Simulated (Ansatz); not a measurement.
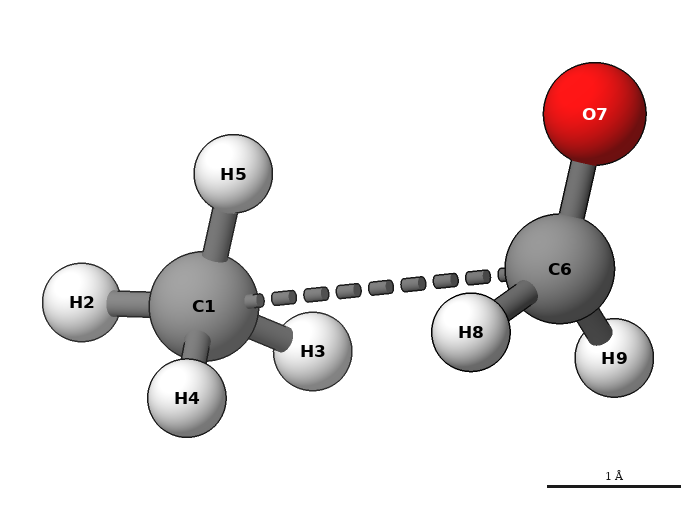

Two molecules or ions; the broken line marks their closest contact (measured against van der Waals radii). Geometry: a pair of rigid molecules at a changed separation. Program: Ansatz 0.2.0.

Q: Which two species are they?

A: CH4 and CH2O (`C.C=O`).

Q: How long is the contact?

A: C1···C6 is 3.30 Å.

Give the counterpoise-corrected interaction energy (kJ/mol, monomers kept as in the pair) with RHF-CCSD(T) (frozen core)/def2-TZVPPD.

```tsv
level	interaction energy (kJ/mol)
RHF-CCSD(T) (frozen core)/def2-TZVPPD	−2.6
```
